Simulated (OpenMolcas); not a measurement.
**Multiconfigurational calculation, with input and output: Pr⁴⁺ complex**

System: Pr⁴⁺ with 6 ligands (O; trigonal prism, 2.23 Å), neutralised by 6 outer point charges of +1.3 e, whose field is part of the energies.
Method: state-averaged CASSCF, active space 1 electron in the shell 4f, basis ANO-RCC-VDZP on the metal and ANO-RCC-VDZP on the ligands, DKH2 scalar Hamiltonian, spin-orbit coupling by RASSI with atomic mean-field integrals (OpenMolcas).

**Key numbers**

```
                                 quantity                                                                 value
                                  outcome                                                             converged
      energy of the lowest spin-free term                                                   −9681.97977 hartree
    energy of the lowest spin-orbit level                                                   −9681.98683 hartree
largest spread among components of a term                                                              0.0 cm⁻¹
                                 hardware  1 thread of Arm Neoverse V1, 24 GiB of memory available, shared host
                                wall time                                                                  48 s
                              peak memory                                                               0.6 GiB
```

**Notes**

Limits: covalent bonds, ligand orbitals missing from the active space; bare point charges leave oxide and sulfide ligands too diffuse, field too small; distances are set from ionic radii, not optimised.

**Input file**
```
&GATEWAY
Coord
7

Pr 0.0 0.0 0.0
O 1.722529 0.000000 1.416261
O -0.861264 1.491754 1.416261
O -0.861264 -1.491754 1.416261
O 1.722529 0.000000 -1.416261
O -0.861264 1.491754 -1.416261
O -0.861264 -1.491754 -1.416261
Basis=Pr.ANO-RCC-VDZP,O.ANO-RCC-VDZP
Group=NoSym
NoMove
AngMom=0.0 0.0 0.0
AMFI
RICD
XField
6 Angstrom 0
3.885345 0.000000 3.194526 1.333333
-1.942672 3.364808 3.194526 1.333333
-1.942672 -3.364808 3.194526 1.333333
3.885345 0.000000 -3.194526 1.333333
-1.942672 3.364808 -3.194526 1.333333
-1.942672 -3.364808 -3.194526 1.333333
&SEWARD
&RASSCF
FileOrb=start.orb
Symmetry=1
Spin=2
nActEl=1 0 0
Inactive=57
Ras2=7
CIRoot=7 7 1
SDav=7
CIMx=300
Iter=150 100
PrWF=0.3
OrbListing=Nothing
MaxOrb=0
LevShft=1.0
>>> COPY $Project.JobIph JOB001
&RASSI
NrOfJobIphs=1 7
1 2 3 4 5 6 7
IphNames
JOB001
EJob
SpinOrbit
DIPRint=1.0
SOCoupling=1000.0
Subsets=2
Property=9
'ANGMOM' 1 'ANGMOM' 2 'ANGMOM' 3 'MLTPL  1' 1 'MLTPL  1' 2 'MLTPL  1' 3
'AMFI' 1 'AMFI' 2 'AMFI' 3
SOProperty=3
'ANGMOM' 1 'ANGMOM' 2 'ANGMOM' 3
```

The file start.orb holds starting orbitals from an earlier step. A driver script formed the levels outside the program, from RASSI's spin-orbit matrix and the active-space energies, averaged over the components of each term or state.

Command:
```bash
OMP_NUM_THREADS=1 MOLCAS_MEM=2457 MOLCAS_PROJECT=a pymolcas a.inp > a.log  # once for each step of the input, in one work folder
```

**The program's output (extracts)**
```
--- SEWARD ---
Basis set label: PR.ANO-RCC...7S6P4D2F1G.

      Electronic valence basis set:
      ------------------
      Associated Effective Charge  59.000000 au
      Associated Actual Charge     59.000000 au
      Nuclear Model: Point charge

      Shell  nPrim  nBasis  Cartesian Spherical Contaminant
         s      25       7        X
         p      22       6        X
         d      15       4                 X
         f      11       2                 X
         g       4       1                 X
                  Relativistic Douglas-Kroll-Hess integrals:
                    - DKH order of Hamiltonian: 2
                    - DKH order of Properties : 0
                  Atomic mean-field integrals
--- RASSCF ---
Wave function specifications:
      -----------------------------

      Number of closed shell electrons         114
      Number of electrons in active shells       1
      Max number of holes in RAS1 space          0
      Max nr of electrons in RAS3 space          0
      Number of inactive orbitals               57
      Number of active orbitals                  7
      Number of secondary orbitals              88
      Spin quantum number                      0.5
      State symmetry                             1
Orbital specifications:
      -----------------------

      Symmetry species                           1
                                                 a
      Frozen orbitals                            0
      Inactive orbitals                         57
      Active orbitals                            7
      RAS1 orbitals                              0
      RAS2 orbitals                              7
      RAS3 orbitals                              0
      Secondary orbitals                        88
      Deleted orbitals                           0
      Number of basis functions                152
      Number of CSFs                             7
      Number of root(s) required                 7
      Iter CI   SX   CI       RASSCF       Energy    max ROT     max BLB   max BLB  Level Ln srch  Step   QN
          iter iter root      energy       change     param      element    value   shift minimum  type update
 Nr of preliminary CI iterations:   1
      Total energies have been shifted. Add                -9000.00 au
        1   1    9    0  -678.43828762    0.00E+00   7.58E-02   31 101 1 -6.03E-01*  1.27   0.00    SX    NO
        2   1   10    0  -680.91630632   -2.48E+00* -5.88E-02   30 100 1 -2.92E-01*  0.81   0.00    SX    NO
        3   1   11    0  -681.73039868   -8.14E-01*  1.75E-02   54 144 1  7.84E-02*  0.85   0.00    SX    NO
        4   1   11    0  -681.86520870   -1.35E-01* -1.26E-02   29  99 1  5.85E-02*  0.91   0.00    SX    NO
        5   1   10    0  -681.91220636   -4.70E-02* -1.49E-02   45  87 1 -2.91E-02*  0.93   2.50    LS   YES
        6   1   10    0  -681.94461061   -3.24E-02* -9.65E-03   45  87 1 -2.17E-02*  0.95   1.75    LS   YES
        7   1   10    0  -681.95188957   -7.28E-03* -8.96E-03   54 144 1 -3.71E-02*  0.96   1.16    QN   YES
        8   1   10    0  -681.96280284   -1.09E-02* -1.16E-02   54 144 1 -2.45E-02*  0.95   2.50    LS   YES
        9   1   10    0  -681.97018508   -7.38E-03* -6.81E-03   25  96 1 -1.17E-02*  0.93   1.46    QN   YES
       10   1    9    0  -681.97355617   -3.37E-03* -4.78E-03   25  96 1 -9.12E-03*  0.93   1.58    QN   YES
       11   1    9    0  -681.97491231   -1.36E-03*  2.69E-03   54 144 1  4.62E-03*  0.93   1.48    QN   YES
       12   1    8    0  -681.97537168   -4.59E-04* -1.98E-03   31  88 1  2.44E-03*  0.93   1.48    QN   YES
       13   1    8    0  -681.97552591   -1.54E-04*  1.04E-03   25  96 1  1.78E-03*  0.92   1.42    QN   YES
       14   1    7    0  -681.97556913   -4.32E-05*  3.98E-04   25  96 1  8.71E-04*  0.92   1.39    QN   YES
       15   1    7    0  -681.97557951   -1.04E-05* -1.21E-04   54 144 1 -3.71E-04*  0.92   1.34    QN   YES
       16   1    6    0  -681.97558151   -2.00E-06* -5.36E-05   26  65 1 -1.17E-04*  0.92   1.31    QN   YES
       17   1    6    0  -681.97558186   -3.49E-07*  1.90E-05   27  98 1 -6.63E-05   0.92   1.33    QN   YES
       18   1    5    0  -681.97558193   -7.10E-08*  1.07E-05   54 144 1  2.92E-05   0.92   1.45    QN   YES
       19   1    5    0  -681.97558195   -1.95E-08* -8.92E-06   45  87 1 -1.11E-05   0.92   1.52    QN   YES
       20   1    5    0  -681.97558195   -5.74E-09  -5.37E-06   27  98 1  9.21E-06   0.92   1.45    QN   YES
      Convergence after 20 iterations
       21   1    5    0  -681.97558196   -1.60E-09  -5.37E-06   30  87 1 -4.33E-06   0.92   1.45    QN   YES
      Natural orbitals and occupation numbers for root  1
      sym 1:   0.000000  -0.000000   0.000000   0.000000  -0.000000  -0.000000   1.000000
      Natural orbitals and occupation numbers for root  2
      sym 1:   1.000000   0.000000   0.000000   0.000000   0.000000  -0.000000   0.000000
      Natural orbitals and occupation numbers for root  3
      sym 1:   0.000000   0.000000  -0.000000   1.000000   0.000000   0.000000   0.000000
::    RASSCF root number  1 Total energy:  -9681.97977149
::    RASSCF root number  2 Total energy:  -9681.97928269
::    RASSCF root number  3 Total energy:  -9681.97573258
::    RASSCF root number  4 Total energy:  -9681.97456891
::    RASSCF root number  5 Total energy:  -9681.97456890
::    RASSCF root number  6 Total energy:  -9681.97257456
::    RASSCF root number  7 Total energy:  -9681.97257456
--- RASSI ---
SPIN-FREE ENERGIES:
  (Shifted by EMIN (a.u.) =      -9681.9797714864)

 SF State       Relative EMIN(au)   Rel lowest level(eV)    D:o, cm**(-1)

     1             0.0000000000        0.0000000000              0.0000
     2             0.0004887939        0.0133007599            107.2779
     3             0.0040389045        0.1099041901            886.4371
     4             0.0052025790        0.1415693857           1141.8341
     5             0.0052025855        0.1415695633           1141.8355
     6             0.0071969261        0.1958383366           1579.5427
     7             0.0071969295        0.1958384271           1579.5434
     Dipole printing threshold changed to   1.00000000E+00

++ Dipole transition strengths (spin-free states):
   -----------------------------------------------
     for osc. strength at least  1.00000000E+00

  ( Max oscillator strength is only    4.6114355088455081E-007 )
--
Eigenvalues of complex Hamiltonian:
   -----------------------------------
  (Shifted by EMIN (a.u.) =      -9681.9797714864)

 SO State       Relative EMIN(au)   Rel lowest level(eV)    D:o, cm**(-1)

     1            -0.0070555765        0.0000000000              0.0000
     2            -0.0070555765        0.0000000000              0.0000
     3            -0.0032982162        0.1022429828            824.6453
     4            -0.0032982162        0.1022429828            824.6453
     5            -0.0014260175        0.1531881033           1235.5454
     6            -0.0014260175        0.1531881033           1235.5454
     7             0.0062293107        0.3615001963           2915.6957
     8             0.0062293107        0.3615001963           2915.6957
     9             0.0104983935        0.4776678577           3852.6511
    10             0.0104983935        0.4776678577           3852.6511
    11             0.0118641437        0.5148318135           4152.3986
    12             0.0118641437        0.5148318135           4152.3986
    13             0.0125146806        0.5325338244           4295.1750
    14             0.0125146806        0.5325338244           4295.1750
Weights of the five most important spin-orbit-free states for each spin-orbit state.

 SO State  Total energy (au)           Spin-free states, spin, and weights
 -------------------------------------------------------------------------------------------------------
    1        -0.007056       1 0.5  0.4836    2 0.5  0.4493    6 0.5  0.0336    7 0.5  0.0336    3 0.5  0.0000
    2        -0.007056       1 0.5  0.4836    2 0.5  0.4493    6 0.5  0.0336    7 0.5  0.0336    3 0.5  0.0000
    3        -0.003298       3 0.5  0.4682    4 0.5  0.2659    5 0.5  0.2659    6 0.5  0.0000    2 0.5  0.0000
    4        -0.003298       3 0.5  0.4682    4 0.5  0.2659    5 0.5  0.2659    6 0.5  0.0000    2 0.5  0.0000
    5        -0.001426       6 0.5  0.3262    7 0.5  0.3262    5 0.5  0.1738    4 0.5  0.1738    3 0.5  0.0000
    6        -0.001426       6 0.5  0.3262    7 0.5  0.3262    5 0.5  0.1738    4 0.5  0.1738    3 0.5  0.0000
    7         0.006229       2 0.5  0.5144    1 0.5  0.4854    6 0.5  0.0001    7 0.5  0.0001    3 0.5  0.0000
    8         0.006229       2 0.5  0.5144    1 0.5  0.4854    6 0.5  0.0001    7 0.5  0.0001    3 0.5  0.0000
    9         0.010498       3 0.5  0.5318    4 0.5  0.2341    5 0.5  0.2341    7 0.5  0.0000    6 0.5  0.0000
   10         0.010498       3 0.5  0.5318    4 0.5  0.2341    5 0.5  0.2341    7 0.5  0.0000    6 0.5  0.0000
   11         0.011864       5 0.5  0.3262    4 0.5  0.3262    6 0.5  0.1738    7 0.5  0.1738    3 0.5  0.0000
   12         0.011864       5 0.5  0.3262    4 0.5  0.3262    6 0.5  0.1738    7 0.5  0.1738    3 0.5  0.0000
```

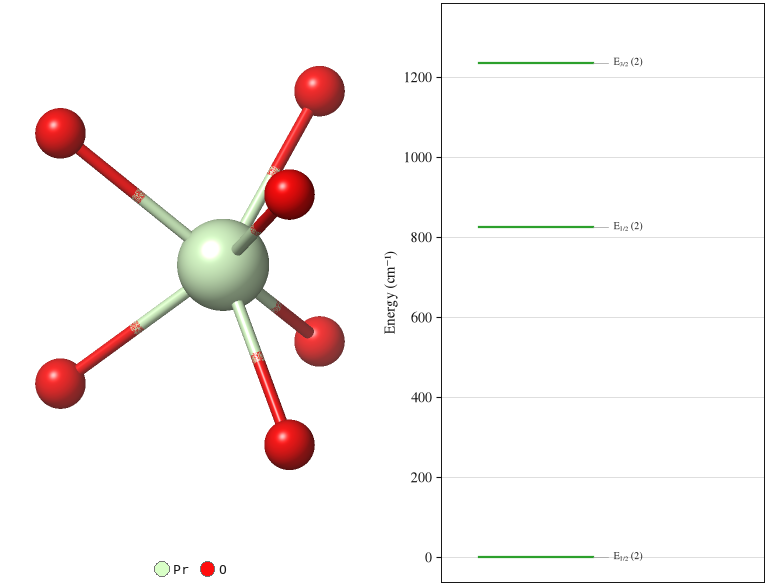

Fig. 1: Pr⁴⁺ (4f) with 6 ligands, O²⁻, at 2.23 Å (arrangement: trigonal prism, D3h), axial distortion 1.03, neutralised by outer point charges of +1.3 e, and its levels. Labels give the representation in O, Td, D4 or D3 as the site allows (double group for half-integer spin) where it could be assigned and, in brackets, the degeneracy; spin-free states, where drawn, share the zero of the spin-orbit levels. The ground level is E₁/₂, a Kramers doublet, 100 % from states of spin multiplicity 2, effective J = 2.53, with |mJ| = 5/2 the largest share (100 %). Its principal g values are 0.05, 0.05 and 4.07, easy-axis. The next level lies at 825 cm⁻¹ (E₁/₂). The lowest J multiplet spreads over 1,240 cm⁻¹. The active orbitals hold 98 to 99 % metal character (Löwdin), and the Mulliken charge of the metal is +2.08.
